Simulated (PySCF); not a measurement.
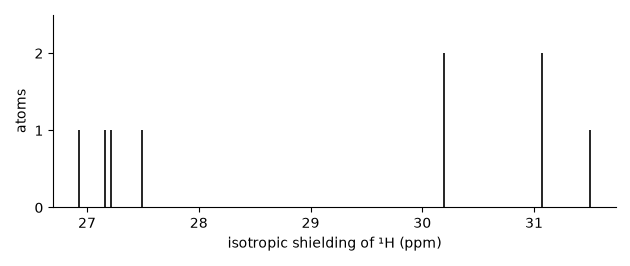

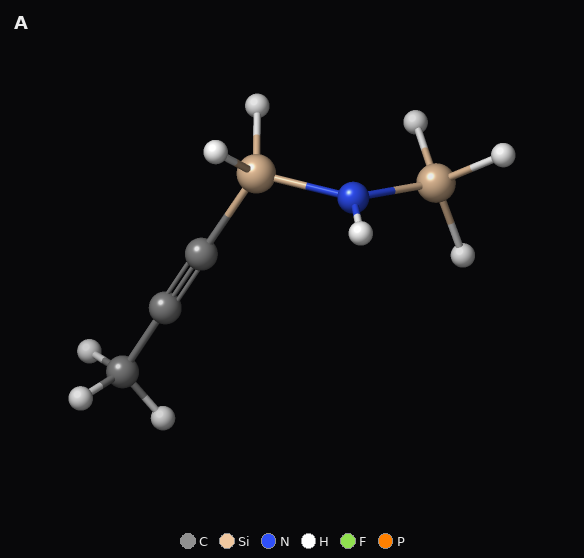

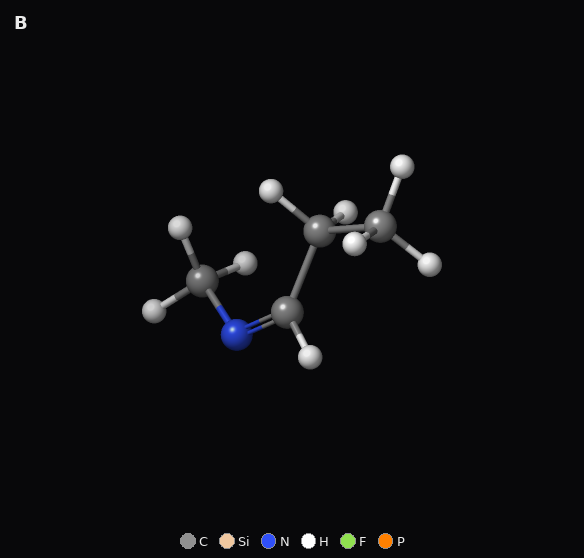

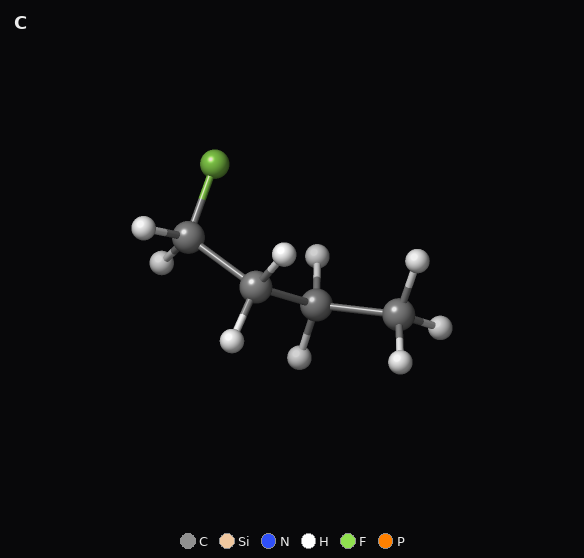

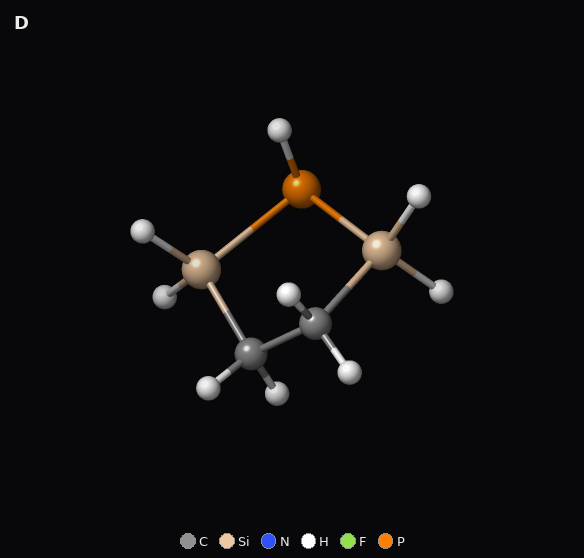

The sticks are computed shieldings of one of the molecules, for one fixed geometry (GFN2-xTB) without averaging over rotations. Low shielding means a high chemical shift. Method: GIAO PBE0/pcSseg-1 NMR shielding, non-relativistic, gas phase (PySCF 2.14.0).

**Match the spectrum to a structure.**

D, `C1C[SiH2]P[SiH2]1`. Its 9 H atoms give lines at 26.93, 27.16, 27.21, 27.49, 30.19 (2 atoms), 31.07 (2 atoms), 31.50 ppm.

The geometry is semi-empirical. Around P, Si such bond lengths and angles can be off by a tenth of an ångström or more and by several degrees, and values that hang on the shape move with them.
